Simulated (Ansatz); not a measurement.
Convergence study of the plane-wave cutoff for SrNi₂As₂ (I4mm, 5 atoms in the cell)

```xyz
5
Lattice="-2.0468 2.0468 5.5231 2.0468 -2.0468 5.5231 2.0468 2.0468 -5.5231" Properties=species:S:1:pos:R:3 pbc="T T T"
Sr     0.0000     0.0000     0.0500
Ni     0.0000     2.0468     2.7615
Ni     2.0468     0.0000     2.7615
As     0.0000     0.0000     7.1278
As     0.0000     0.0000     3.9184
```

Computed with LDA (PW92), default PAW files made with PBE (plane waves; Ansatz, an electronic-structure program).

Base settings: basis.ecutwfc = 420 eV; kpoints.mp_grid.grid = 6 6 6; hamiltonian.xc = lda; hamiltonian.pseudopotentials = {kind: paw} (the program's default PAW files); scf.occupations.method = fermi_dirac; scf.occupations.width = 0.1 eV.

The second cell is the first with its lattice scaled by 0.98.

The mesh stays at the base's, so the ladder's end is converged at best in this setting alone.

The first pressure column holds Ansatz's estimate of the finite-basis (Pulay) stress, which hides part of the cutoff error; the other is without it.

Only quantities that move along the ladder and can be compared are tabulated.

The count of work is k-points × plane waves × bands × iterations; it is no time. 

The starting cell comes from a database of computed structures (which also holds hypothetical and non-ambient phases and stackings), without a prior relaxation at this level. Its lattice was rescaled by up to half a per cent. One atom was moved a little off its site on purpose. Spin polarisation is off, so a magnetic state, if there is one, cannot be reached. In the base run, with a pressure of about -6 GPa the cell is away from its equilibrium volume at this level.

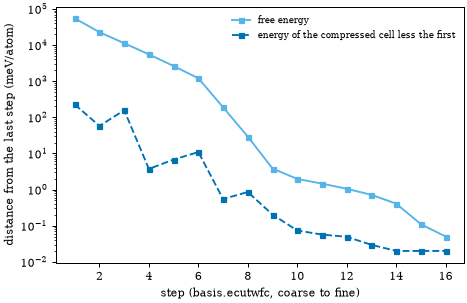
Figure: Distance from the last step along the ladder; very small values are drawn at a floor.

```csv
basis.ecutwfc,free energy less the last step's (meV/atom),energy of the compressed cell less the first (meV/atom),pressure (GPa),pressure without the Pulay estimate (GPa),largest difference of a force vector from the last step's (eV/Å),count of work / last
145 eV,54852.05,-252.65,-26.61,-1654.53,1.690,0.066
170 eV,22709.70,31.51,3.64,-779.16,2.553,0.079
190 eV,11216.56,130.67,2.28,-435.05,1.601,0.093
210 eV,5516.41,-22.43,-3.52,-245.59,0.515,0.092
230 eV,2620.09,-19.37,-4.64,-136.30,0.132,0.11
250 eV,1203.10,-15.27,-5.71,-74.60,0.034,0.12
295 eV,188.56,-26.70,-6.66,-20.60,0.012,0.14
335 eV,29.19,-25.30,-6.34,-9.18,0.017,0.17
380 eV,3.80,-25.95,-6.46,-6.72,0.005,0.21
420 eV,1.97,-26.08,-6.48,-6.52,0.001,0.27
460 eV,1.46,-26.09,-6.48,-6.51,0.001,0.27
505 eV,1.05,-26.10,-6.48,-6.50,0.001,0.36
565 eV,0.71,-26.12,-6.48,-6.50,0.000,0.42
630 eV,0.41,-26.14,-6.49,-6.50,0.000,0.50
735 eV,0.11,-26.14,-6.49,-6.49,0.000,0.62
840 eV,0.05,-26.15,-6.49,-6.49,0.000,0.76
1010 eV,0.00,-26.15,-6.49,-6.49,0.000,1.0
```

Coarsest basis.ecutwfc that holds the free energy within 0.5 meV/atom of the last step, with all finer ones: 630 eV; the step before is off by 0.71 meV/atom.

Coarsest basis.ecutwfc that holds the energy of the compressed cell less the first within 0.5 meV/atom of the last step, with all finer ones: 380 eV, at 0.21 of the last step's count of work; the step before is off by 0.85 meV/atom.

Coarsest basis.ecutwfc that holds the pressure without the Pulay estimate within 1 GPa of the last step, with all finer ones: 380 eV, at 0.21 of the last step's count of work; the step before is off by 2.7 GPa.

The energy difference between the two cells stays within 1 meV/atom of the last step's from 295 eV on, the total only from 565 eV on: much of the error is common to both cells and cancels.

At the lowest cutoff the pressure without the Pulay estimate lies 1650 GPa under the last step's, the usual sign of Pulay stress in an incomplete plane-wave basis.

Keys are those of Ansatz 0.2.
